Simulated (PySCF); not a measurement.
# AlH9O3Si3: what the fields show

Input

```
{"job": {"kind": "nmr", "xc": "PBE0", "basis": "pcSseg-1"}, "charge": 0, "multiplicity": 1}
Si    -1.497885     2.434120    -1.688763
O     -0.752405     1.227656    -0.856352
Al     0.011175    -0.001941    -0.000599
O      0.104453    -1.547130    -0.656187
Si     0.144847    -3.066656    -1.284322
O      0.684788     0.315176     1.506580
Si     1.348733     0.630357     2.978050
H     -1.555849     2.101886    -3.144726
H     -0.749129     3.716702    -1.522241
H     -2.892120     2.620450    -1.183872
H     -0.625517    -3.121195    -2.563872
H     -0.458820    -4.038054    -0.322161
H      1.556966    -3.472160    -1.557094
H      0.271560     0.845160     3.991351
H      2.197620     1.858308     2.908434
H      2.201004    -0.515283     3.419220
```

Launched as:

```sh
OMP_NUM_THREADS=1 python cluster_run.py task.json out
```

Geometry: PBE0-D3(BJ)/def2-SVP.

Computed with PySCF 2.14.0, PBE0/pcSseg-1, SCF density, gas phase, non-relativistic.

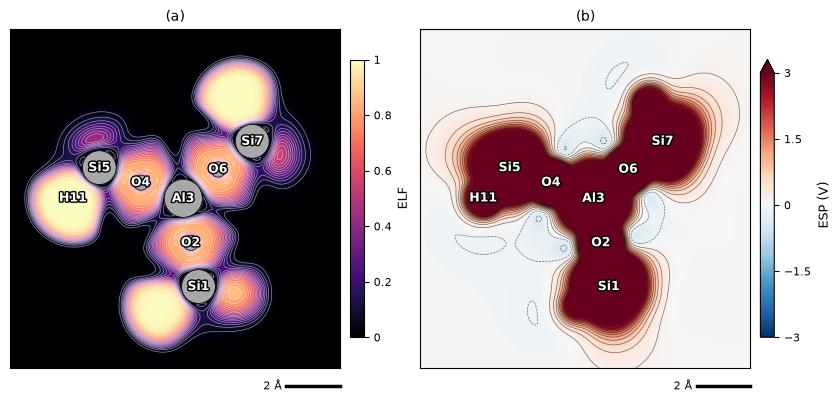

Figure 1. (a) ELF; (b) molecular electrostatic potential on the plane of atoms O2, Al3 and O6. Grey discs cover the atomic cores in the ELF map.

Question: What do the fields say about this system?

Answer: Atoms in the plane: Si, O, Al and H.
Si–O (1.64 Å): the ELF peaks at about 0.85 between the atoms: a polar covalent bond.
Al–O (1.68 Å): the ELF peaks at about 0.85 in the valence shell of O, 0.6 Å from its nucleus, and is about 0.35 at the midpoint.
Si–H (1.49 Å): the ELF climbs to about 1 towards the hydrogen, as it does in any bond to H.
The ELF also peaks beside O6 and O4, away from the bonds: lone-pair regions.
Outside the dense part of the molecule the potential is most negative (−0.5 V) near O6.

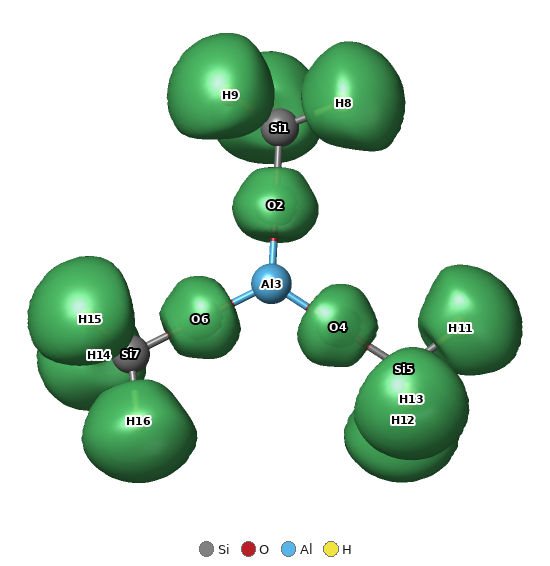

Figure 2. Isosurface of the ELF at 0.75 (green), seen across its widest extent. Only the valence region is drawn (cores and ρ < 0.01 e/Å³ removed).

Question: Describe the localisation domains.

Answer: The ELF exceeds this value in nine regions around hydrogen nuclei and three regions wrapped around O (the valence shell of each).

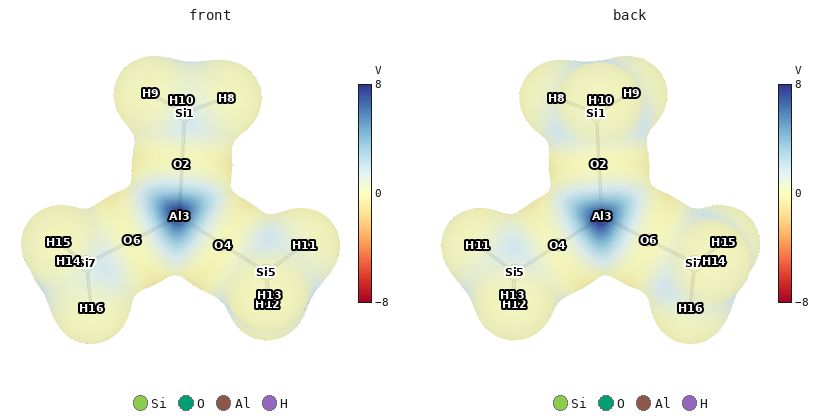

Figure 3. The molecular electrostatic potential painted on the density surface at 0.004 e/bohr³, seen from the front and from behind; the colour scale runs from red (negative) to blue (positive).

Question: Where is the surface potential most negative and most positive?

Answer: The most negative region (about −0.4 V) lies over O2, the most positive (about +6.7 V) over Al3.

Question: What dipole moment does the calculation give?

Answer: Its dipole moment is zero.
